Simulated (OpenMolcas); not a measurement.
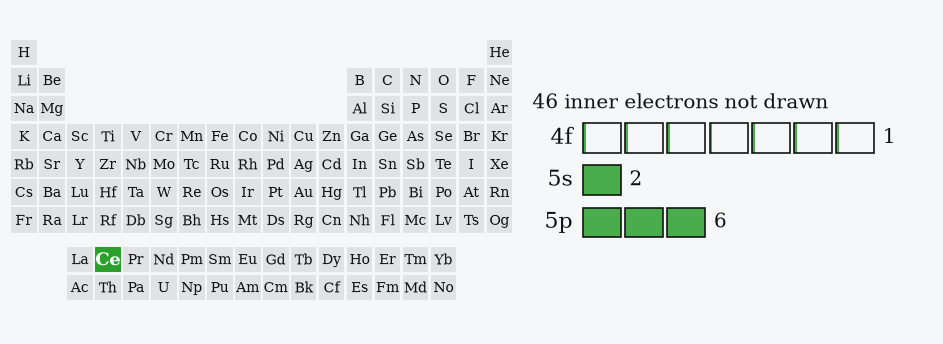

Left, the place of cerium in the periodic table; right, the outer shells of the leading configuration of the lowest level: a box for each of the 2l + 1 orbitals, shaded by the share of the shell that is filled, with the electron count at the right.

**Multiconfigurational calculation for Ce³⁺ complex**

System: Ce³⁺ with 4 ligands (O; tetrahedron, 2.32 Å), neutralised by 4 outer point charges of +1.2 e, whose field is part of the energies.
Method: state-averaged CASSCF, active space 1 electron in the shell 4f, basis ANO-RCC-VDZP on the metal and ANO-RCC-VDZP on the ligands, DKH2 scalar Hamiltonian, spin-orbit coupling by RASSI with atomic mean-field integrals (OpenMolcas).

**Output (extracts)**
```
--- SEWARD ---
Basis set label: CE.ANO-RCC...7S6P4D2F1G.

      Electronic valence basis set:
      ------------------
      Associated Effective Charge  58.000000 au
      Associated Actual Charge     58.000000 au
      Nuclear Model: Point charge

      Shell  nPrim  nBasis  Cartesian Spherical Contaminant
         s      25       7        X
         p      22       6        X
         d      15       4                 X
         f      11       2                 X
         g       4       1                 X
                  Relativistic Douglas-Kroll-Hess integrals:
                    - DKH order of Hamiltonian: 2
                    - DKH order of Properties : 0
                  Atomic mean-field integrals
--- RASSCF ---
Wave function specifications:
      -----------------------------

      Number of closed shell electrons          94
      Number of electrons in active shells       1
      Max number of holes in RAS1 space          0
      Max nr of electrons in RAS3 space          0
      Number of inactive orbitals               47
      Number of active orbitals                  7
      Number of secondary orbitals              70
      Spin quantum number                      0.5
      State symmetry                             1
Orbital specifications:
      -----------------------

      Symmetry species                           1
                                                 a
      Frozen orbitals                            0
      Inactive orbitals                         47
      Active orbitals                            7
      RAS1 orbitals                              0
      RAS2 orbitals                              7
      RAS3 orbitals                              0
      Secondary orbitals                        70
      Deleted orbitals                           0
      Number of basis functions                124
      Number of CSFs                             7
      Number of root(s) required                 7
      Iter CI   SX   CI       RASSCF       Energy    max ROT     max BLB   max BLB  Level Ln srch  Step   QN
          iter iter root      energy       change     param      element    value   shift minimum  type update
 Nr of preliminary CI iterations:   1
      Total energies have been shifted. Add                -9000.00 au
        1   1    9    0  -152.47617653    0.00E+00  -9.02E-02   40 108 1 -5.85E-01*  1.07   0.00    SX    NO
        2   1   10    0  -154.15032565   -1.67E+00* -4.40E-02   32  92 1 -2.22E-01*  1.11   0.00    SX    NO
        3   1   10    0  -154.49023898   -3.40E-01*  1.26E-02   44 116 1  8.10E-02*  1.14   0.00    SX    NO
        4   1   10    0  -154.54714082   -5.69E-02*  8.42E-03   29  89 1  5.36E-02*  1.16   0.00    SX    NO
        5   1    9    0  -154.56981409   -2.27E-02*  1.07E-02   29  89 1  2.78E-02*  1.17   2.50    LS   YES
        6   1    9    0  -154.58608826   -1.63E-02*  6.02E-03   37  79 1 -1.33E-02*  1.18   1.62    LS   YES
        7   1    9    0  -154.58888092   -2.79E-03* -4.96E-03   44 116 1 -2.26E-02*  1.19   1.09    QN   YES
        8   1    9    0  -154.59266603   -3.79E-03* -6.85E-03   44 116 1 -1.78E-02*  1.19   2.50    LS   YES
        9   1    9    0  -154.59522730   -2.56E-03*  3.58E-03   29  89 1 -1.12E-02*  1.18   1.34    QN   YES
       10   1    9    0  -154.59646352   -1.24E-03*  2.62E-03   25  86 1 -4.86E-03*  1.18   1.76    LS   YES
        ...
       22   1    6    0  -154.59758921   -1.45E-07*  6.06E-05   28  89 1 -1.03E-04*  1.17   1.77    LS   YES
       23   1    6    0  -154.59758924   -3.43E-08*  5.13E-05   28  89 1  4.70E-05   1.17   1.08    QN   YES
       24   1    5    0  -154.59758926   -1.93E-08*  7.70E-05   28  89 1  3.01E-05   1.17   2.50    LS   YES
       25   1    5    0  -154.59758927   -6.68E-09  -8.85E-06   26  78 1  2.56E-05   1.17   0.70    QN   YES
      Convergence after 25 iterations
       26   1    5    0  -154.59758928   -6.72E-09  -8.85E-06   27  79 1  1.07E-05   1.17   0.70    QN   YES
      Natural orbitals and occupation numbers for root  1
      sym 1:   1.000000   0.000000   0.000000  -0.000000   0.000000   0.000000  -0.000000
      Natural orbitals and occupation numbers for root  2
      sym 1:   1.000000   0.000000   0.000000   0.000000   0.000000   0.000000   0.000000
      Natural orbitals and occupation numbers for root  3
      sym 1:  -0.000000   0.000000   0.000000   1.000000  -0.000000  -0.000000   0.000000
::    RASSCF root number  1 Total energy:  -9154.59940957
::    RASSCF root number  2 Total energy:  -9154.59940957
::    RASSCF root number  3 Total energy:  -9154.59940957
::    RASSCF root number  4 Total energy:  -9154.59664535
::    RASSCF root number  5 Total energy:  -9154.59664535
::    RASSCF root number  6 Total energy:  -9154.59664535
::    RASSCF root number  7 Total energy:  -9154.59496016
--- RASSI ---
SPIN-FREE ENERGIES:
  (Shifted by EMIN (a.u.) =      -9154.5994095746)

 SF State       Relative EMIN(au)   Rel lowest level(eV)    D:o, cm**(-1)

     1             0.0000000000        0.0000000000              0.0000
     2             0.0000000000        0.0000000000              0.0000
     3             0.0000000000        0.0000000000              0.0000
     4             0.0027642239        0.0752183633            606.6770
     5             0.0027642239        0.0752183633            606.6770
     6             0.0027642239        0.0752183633            606.6770
     7             0.0044494170        0.1210748041            976.5342
     Dipole printing threshold changed to   1.00000000E+00

++ Dipole transition strengths (spin-free states):
   -----------------------------------------------
     for osc. strength at least  1.00000000E+00

  ( Max oscillator strength is only    1.7017976028994422E-006 )
--
Eigenvalues of complex Hamiltonian:
   -----------------------------------
  (Shifted by EMIN (a.u.) =      -9154.5994095746)

 SO State       Relative EMIN(au)   Rel lowest level(eV)    D:o, cm**(-1)

     1            -0.0052793614        0.0000000000              0.0000
     2            -0.0052793614        0.0000000000              0.0000
     3            -0.0052793614        0.0000000001              0.0000
     4            -0.0052793614        0.0000000001              0.0000
     5            -0.0027050321        0.0700510699            565.0000
     6            -0.0027050321        0.0700510699            565.0000
     7             0.0045812927        0.2683220689           2164.1634
     8             0.0045812927        0.2683220689           2164.1634
     9             0.0065244017        0.3211967583           2590.6266
    10             0.0065244017        0.3211967583           2590.6266
    11             0.0065244017        0.3211967584           2590.6266
    12             0.0065244017        0.3211967584           2590.6266
    13             0.0083757473        0.3715744374           2996.9500
    14             0.0083757473        0.3715744374           2996.9500
Weights of the five most important spin-orbit-free states for each spin-orbit state.

 SO State  Total energy (au)           Spin-free states, spin, and weights
 -------------------------------------------------------------------------------------------------------
    1        -0.005279       2 0.5  0.3056    3 0.5  0.2554    1 0.5  0.1858    5 0.5  0.1091    4 0.5  0.0846
    2        -0.005279       2 0.5  0.3467    3 0.5  0.2446    1 0.5  0.1555    5 0.5  0.1066    4 0.5  0.0817
    3        -0.005279       1 0.5  0.3125    3 0.5  0.2407    2 0.5  0.1936    6 0.5  0.1084    4 0.5  0.0848
    4        -0.005279       1 0.5  0.3419    3 0.5  0.2551    2 0.5  0.1498    6 0.5  0.1048    4 0.5  0.0865
    5        -0.002705       7 0.5  0.3543    5 0.5  0.2152    6 0.5  0.2152    4 0.5  0.2152    2 0.5  0.0000
    6        -0.002705       7 0.5  0.3543    5 0.5  0.2152    6 0.5  0.2152    4 0.5  0.2152    2 0.5  0.0000
    7         0.004581       1 0.5  0.3333    2 0.5  0.3333    3 0.5  0.3333    6 0.5  0.0000    7 0.5  0.0000
    8         0.004581       1 0.5  0.3333    2 0.5  0.3333    3 0.5  0.3333    7 0.5  0.0000    6 0.5  0.0000
    9         0.006524       6 0.5  0.3819    5 0.5  0.1926    4 0.5  0.1723    3 0.5  0.1087    1 0.5  0.0763
   10         0.006524       6 0.5  0.3824    5 0.5  0.1929    4 0.5  0.1715    3 0.5  0.1093    1 0.5  0.0757
   11         0.006524       4 0.5  0.3263    5 0.5  0.3050    6 0.5  0.1155    2 0.5  0.1005    1 0.5  0.0931
   12         0.006524       4 0.5  0.3256    5 0.5  0.3052    6 0.5  0.1160    2 0.5  0.1006    1 0.5  0.0925
```

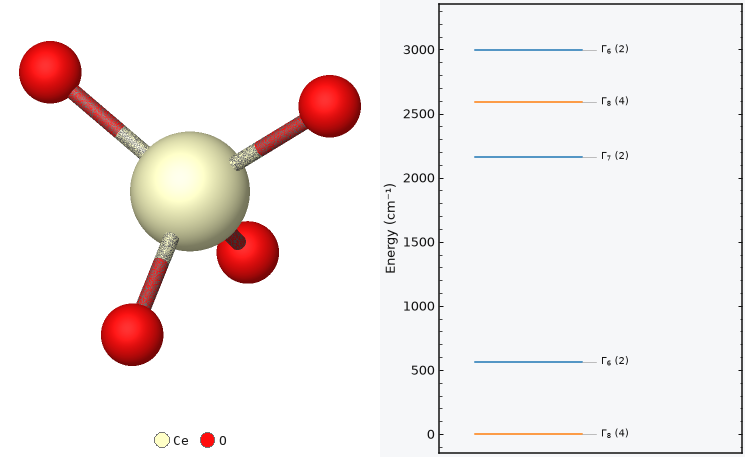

Ce³⁺ (4f) with 4 ligands, O²⁻, at 2.32 Å (arrangement: tetrahedron, Td), neutralised by outer point charges of +1.2 e, and its levels. Labels give the representation in O, Td, D4 or D3 as the site allows (double group for half-integer spin) where it could be assigned and, in brackets, the degeneracy; spin-free states, where drawn, share the zero of the spin-orbit levels. The ground level is Γ₈, 4-fold degenerate, 100 % from states of spin multiplicity 2, effective J = 2.52, with |mJ| = 1/2 the largest share (50 %). The next level lies at 565 cm⁻¹ (Γ₆). The lowest J multiplet spreads over 565 cm⁻¹. The active orbitals hold 98 to 99 % metal character (Löwdin), and the Mulliken charge of the metal is +1.82.

**Input**
```
&GATEWAY
Coord
5

Ce 0.0 0.0 0.0
O 1.339453 1.339453 1.339453
O 1.339453 -1.339453 -1.339453
O -1.339453 1.339453 -1.339453
O -1.339453 -1.339453 1.339453
Basis=Ce.ANO-RCC-VDZP,O.ANO-RCC-VDZP
Group=NoSym
NoMove
AngMom=0.0 0.0 0.0
AMFI
RICD
XField
4 Angstrom 0
2.840564 2.840564 2.840564 1.250000
2.840564 -2.840564 -2.840564 1.250000
-2.840564 2.840564 -2.840564 1.250000
-2.840564 -2.840564 2.840564 1.250000
&SEWARD
&RASSCF
FileOrb=start.orb
Symmetry=1
Spin=2
nActEl=1 0 0
Inactive=47
Ras2=7
CIRoot=7 7 1
SDav=7
CIMx=300
Iter=150 100
PrWF=0.3
OrbListing=Nothing
MaxOrb=0
LevShft=1.0
>>> COPY $Project.JobIph JOB001
&RASSI
NrOfJobIphs=1 7
1 2 3 4 5 6 7
IphNames
JOB001
EJob
SpinOrbit
DIPRint=1.0
SOCoupling=1000.0
Subsets=2
Property=9
'ANGMOM' 1 'ANGMOM' 2 'ANGMOM' 3 'MLTPL  1' 1 'MLTPL  1' 2 'MLTPL  1' 3
'AMFI' 1 'AMFI' 2 'AMFI' 3
SOProperty=3
'ANGMOM' 1 'ANGMOM' 2 'ANGMOM' 3
```

The file start.orb holds starting orbitals from an earlier step. A driver script formed the levels outside the program, from RASSI's spin-orbit matrix and the active-space energies, averaged over the components of each term or state.

Run as:
```bash
OMP_NUM_THREADS=1 MOLCAS_MEM=2457 MOLCAS_PROJECT=a pymolcas a.inp > a.log  # once for each step of the input, in one work folder
```

**Key numbers**

- outcome: converged
- energy of the lowest spin-free term: −9154.59941 hartree
- energy of the lowest spin-orbit level: −9154.60469 hartree
- largest spread among components of a term: 0.0 cm⁻¹
- hardware: 1 thread of Arm Neoverse V1, 24 GiB of memory available, shared host
- wall time: 30 s
- peak memory: 0.6 GiB

**Notes**

Limits: bare point charges leave oxide and sulfide ligands too diffuse, field too small; distances are set from ionic radii, not optimised.
